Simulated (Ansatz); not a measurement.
CH5NSSi (SMILES N=C[SiH2]S)

```xyz
9

N     1.7212   -0.2696   -0.8225
C     0.8096   -0.9199   -0.1729
Si   -0.8973   -0.2505    0.2262
S    -0.8994    1.8739   -0.1260
H     1.3968    0.6658   -1.1086
H     1.0250   -1.9386    0.1862
H    -1.9454   -0.8663   -0.6271
H    -1.2420   -0.4692    1.6544
H     0.0315    2.1744    0.7904
```

Not at a stationary point (largest force 1.4 eV/Å).

The calculation used SCF B3LYP, Gaussian basis in Ansatz 0.2.0.

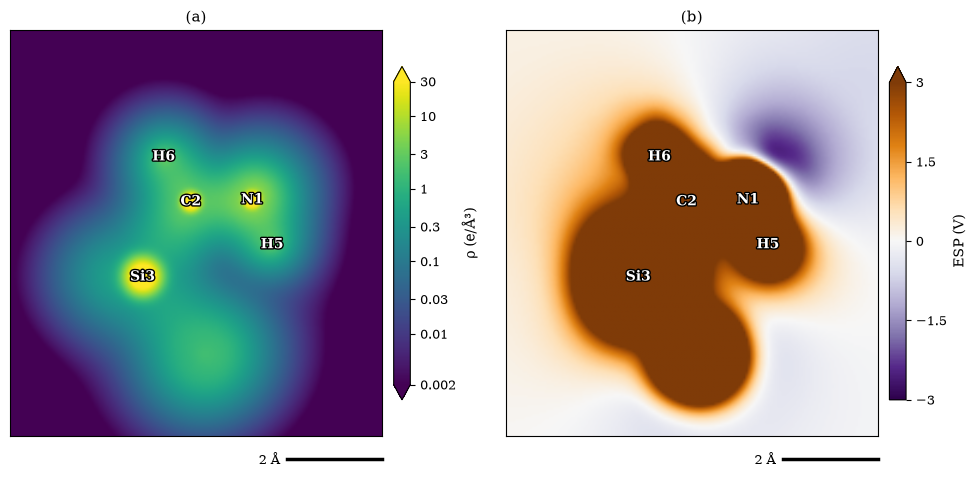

Figure 1. (a) total electron density; (b) molecular electrostatic potential on the plane of atoms C2, N1 and H5.

Q: What do the fields say about this system?

A:
- The plane passes through N, C, Si and H nuclei.
- C–N (1.29 Å): ρ at the midpoint is about 2.7 e/Å³.
- C–Si (1.88 Å): ρ at the midpoint is about 0.99 e/Å³.
- N–H (1.03 Å): ρ at the midpoint is about 2.9 e/Å³.
- C–H (1.10 Å): ρ is about 2 e/Å³ halfway.
- Outside the dense part of the molecule the potential is most negative (−2.5 V) near N1.

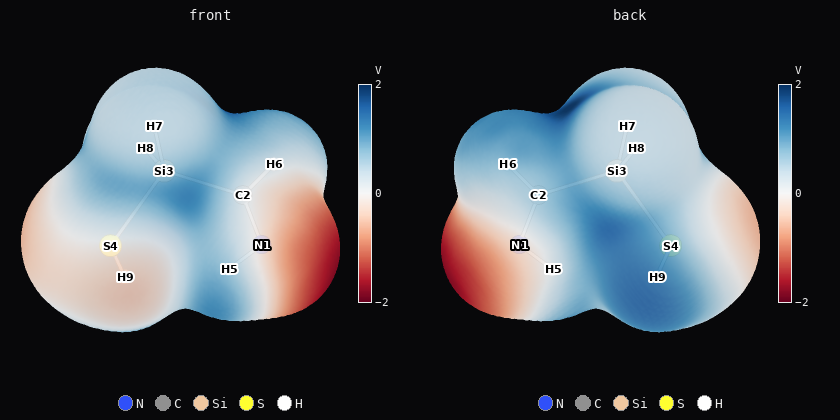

Figure 2. The molecular electrostatic potential painted on the density surface at 0.002 e/bohr³, seen from the front and from behind; the colour scale runs from red (negative) to blue (positive).

Q: Which sites attract a positive test charge, and which a negative one?

A: A positive charge is drawn to the negative regions and a negative charge to the positive ones. The most negative region (about −1.8 V, or −42 kcal/mol for a unit charge) lies over N1, the most positive (about +1.9 V, or +44 kcal/mol for a unit charge) over Si3. N1 is the likeliest acceptor of a hydrogen bond.

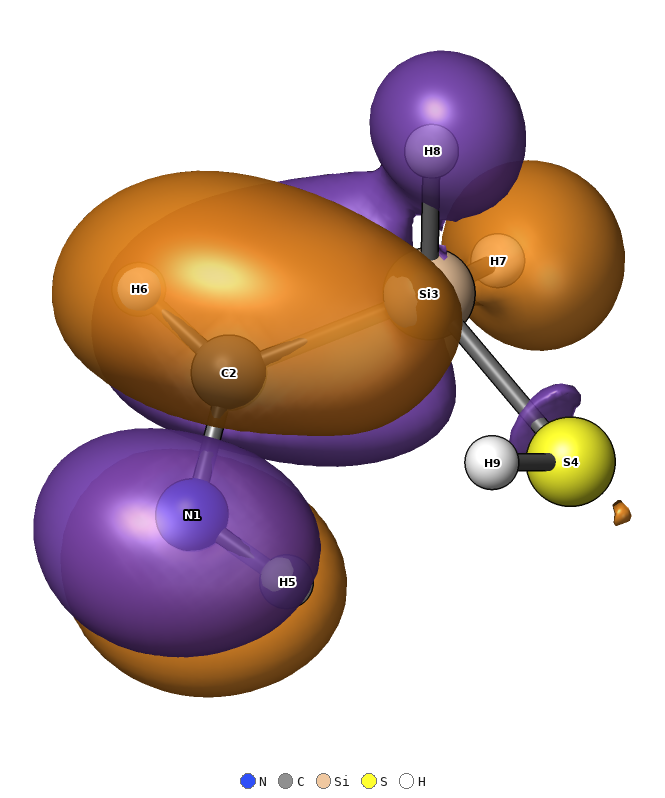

Figure 3. The LUMO at ±0.06 Å⁻³ᐟ² (orange and purple are the two phases), seen at an oblique angle.

Q: What is the character of this orbital?

A: It lies mainly on N1 (about 35 %), C2 (about 35 %) and Si3 (about 15 %); π-antibonding (π*) across N1–C2. Its energy is −1.68 eV.

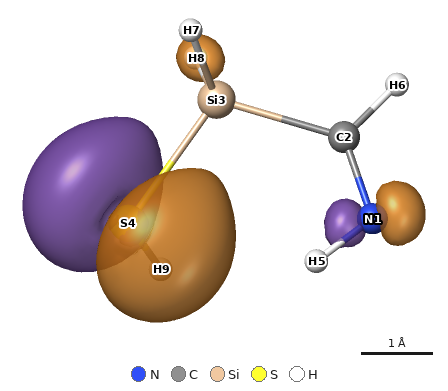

Figure 4. The HOMO−1 at ±0.15 Å⁻³ᐟ² (orange and purple are the two phases), seen at a tilt.

Q: What is the character of this orbital?

A: Its weight (Hirshfeld) is mainly on S4 (about 80 %); largely a lone pair of S4. Its energy is −7.61 eV.
